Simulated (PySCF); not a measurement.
SMILES [OH][Al]([OH])[S][SiH3] at its B3LYP/def2-SVP optimised geometry (Å):

```
10

Si    -2.2861    -1.0791    -0.0048
S     -0.2813    -1.9133    -0.0004
Al     0.9146    -0.0876     0.0000
O      0.0447     1.3693     0.0000
O      2.6118    -0.0876     0.0000
H     -2.5444    -0.2640    -1.2231
H     -3.1958    -2.2588    -0.0054
H     -2.5489    -0.2616     1.2109
H      0.4085     2.2588     0.0004
H      3.1958    -0.8505    -0.0012
```

Calculation: B3LYP/def2-TZVP (PySCF 2.14.0). Cells within 0.4 Å of a nucleus heavier than hydrogen are left out (blank, or x).

Map of the deformation density (molecule minus spherical neutral atoms) (e/bohr³) on the plane z = 0.0 Å:

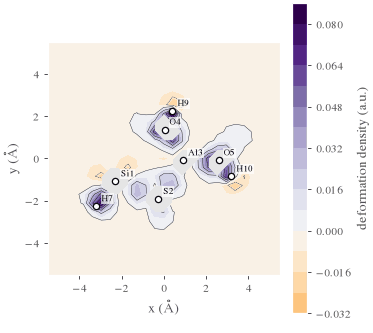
*Deformation density (molecule minus spherical neutral atoms) (e/bohr³) on the plane z = 0.0 Å.*
